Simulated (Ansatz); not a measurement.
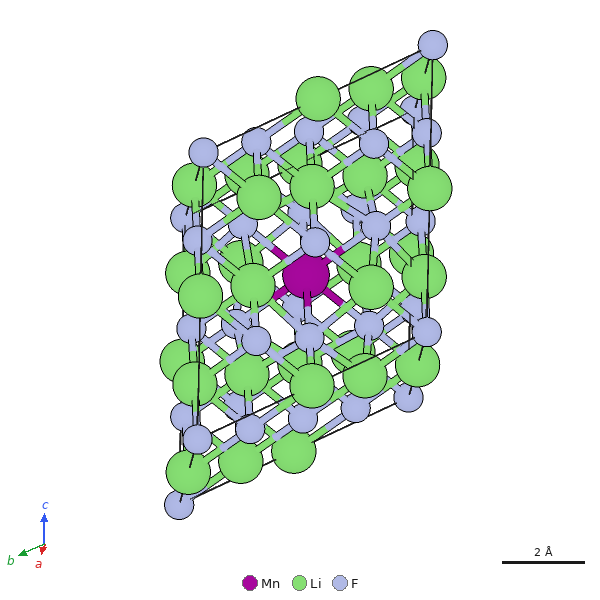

This ball-and-stick model is shown from a general direction. The wireframe shows the supercell. The host is LiF, in a cell of 32 sites, and the cell carries a charge of -1.

### Where does the cell differ from the host, and how?

Manganese on a lithium site (a substitutional impurity). It is bonded to six F in an octahedral arrangement at about 2.3 Å.

Calculation details: DFT PBE, scalar-relativistic, plane waves, PAW (Ansatz); plane waves up to 420 eV, the zone sampled with 2×2×2 points, Gaussian smearing of 0.01 eV, collinear spins.

### Does the defect carry a magnetic moment?

Yes, 5.0 μB in the cell.

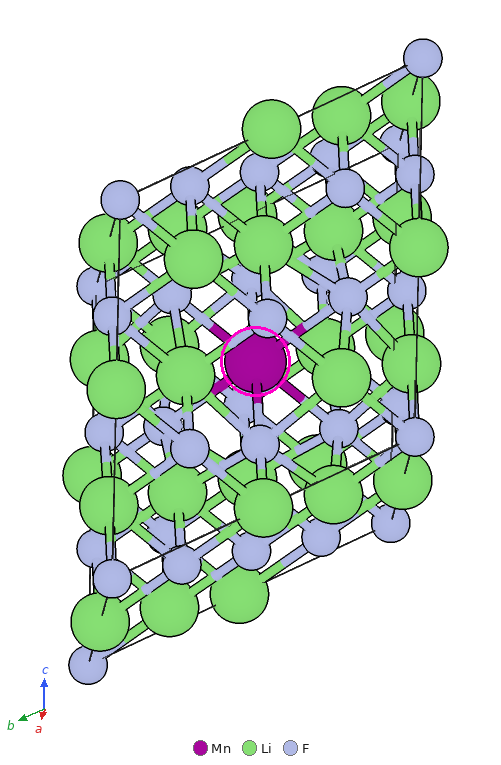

The same cell with a ring at the defect's site.

The atoms were relaxed in the host's cell with DFT PBE, scalar-relativistic, plane waves, PAW in Ansatz.
